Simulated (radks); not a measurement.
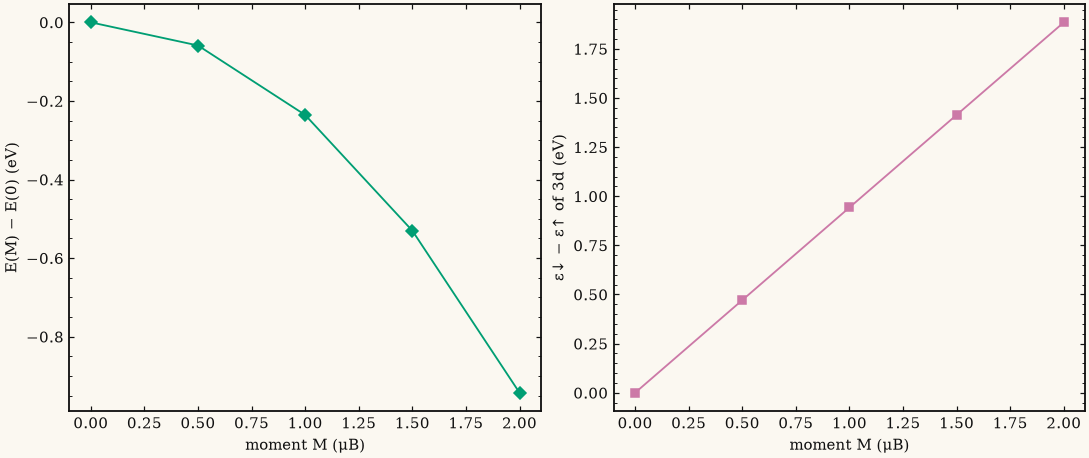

For Ni in [Ar] 3d8 4s2, the spin moment of the 3d shell is fixed at a series of values. Method: scalar-relativistic Kohn-Sham, LDA (Slater exchange, Perdew-Wang correlation), spin-polarised, spherical densities, point nucleus; computed with the in-house radial solver radks. The plot shows the energy and the exchange splitting.

### Describe both curves.

The energy falls with the moment, to −0.943 eV at M = 2 μB, the largest moment run, in line with Hund's first rule (at fractional spins the functional's fractional-spin error adds to the fall). A fit E = −I M²/4 gives an exchange integral I of about 0.94 eV, and the exchange splitting grows nearly in proportion to M, to 1.88 eV (0.94 eV per μB).
